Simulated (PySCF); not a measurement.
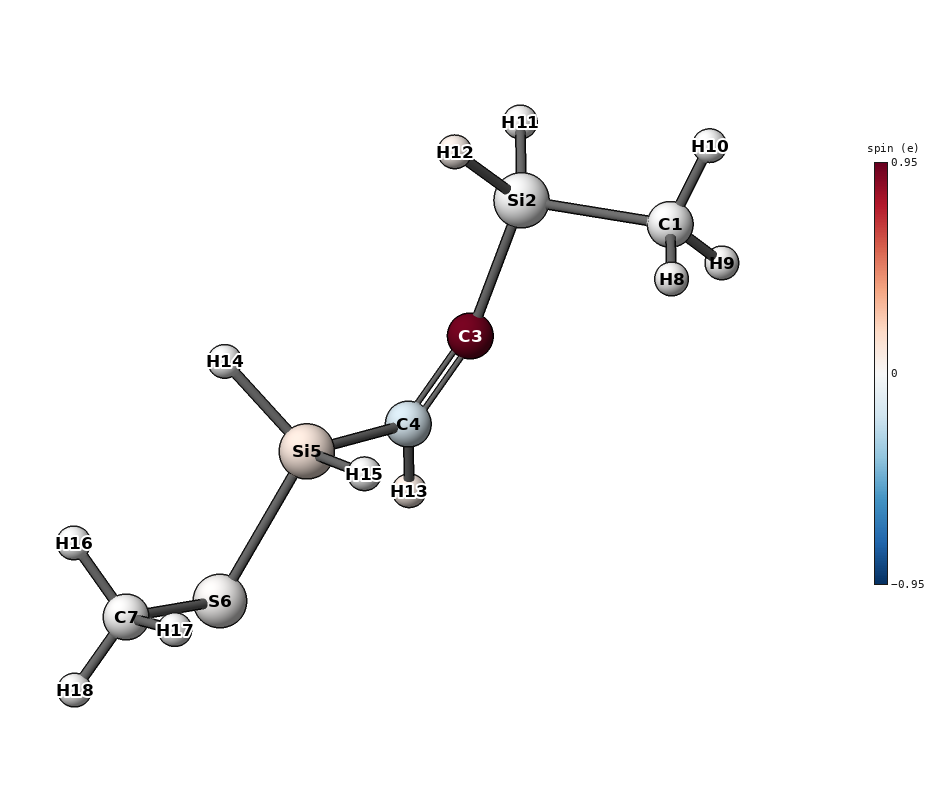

Atoms are coloured by their Mulliken spin populations. Charge 0, doublet. Computed geometry: GFN2-xTB optimisation. No frequency run is at hand to confirm it as a minimum. Level of theory: UKS B3LYP, pcH-1 on C H S Si, non-relativistic (PySCF 2.14.0).

Which atom carries the largest spin population?

Answer. C3 (0.91 e).

Which atom has the lowest spin population?

Answer. C4 (−0.15 e); a negative value comes from spin polarisation.

List the Mulliken spin populations.

```json
{"atom": "C1", "value (e)": "0.00"}
{"atom": "Si2", "value (e)": "0.00"}
{"atom": "C3", "value (e)": "0.91"}
{"atom": "C4", "value (e)": "−0.15"}
{"atom": "Si5", "value (e)": "0.10"}
{"atom": "S6", "value (e)": "0.01"}
{"atom": "C7", "value (e)": "0.00"}
{"atom": "H8", "value (e)": "0.00"}
{"atom": "H9", "value (e)": "0.00"}
{"atom": "H10", "value (e)": "0.00"}
{"atom": "H11", "value (e)": "0.01"}
{"atom": "H12", "value (e)": "0.05"}
{"atom": "H13", "value (e)": "0.08"}
{"atom": "H14", "value (e)": "0.00"}
{"atom": "H15", "value (e)": "0.00"}
{"atom": "H16", "value (e)": "0.00"}
{"atom": "H17", "value (e)": "0.00"}
{"atom": "H18", "value (e)": "0.00"}
```

Mulliken values depend strongly on the basis set. The geometry is semi-empirical. Around Si such bond lengths and angles can be off by a tenth of an ångström or more and by several degrees, and values that hang on the shape move with them.
